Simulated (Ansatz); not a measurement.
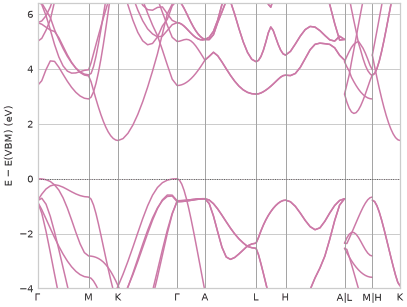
Figure. Band structure from PBEsol (plane waves, PAW; program Ansatz)

### Question
Read off the gap and where the band edges lie.

### Answer
About 1.4 eV (1.39 eV by a search for the band edges); maximum at Γ, minimum at K.

The material is BeS (NiAs type, P6_3/mmc).

A made-up cell: these elements were put on the sites of a structure type; neither database checked (COD, Materials Project) lists it. COD files the formula under space group No. 216, so this cell is another polymorph or a model. Its standing as an ambient phase is unchecked. Symmetry was held in the PBEsol relaxation; its stability against distortions is not shown here.

Potentials: the later of the program's two PAW sets.
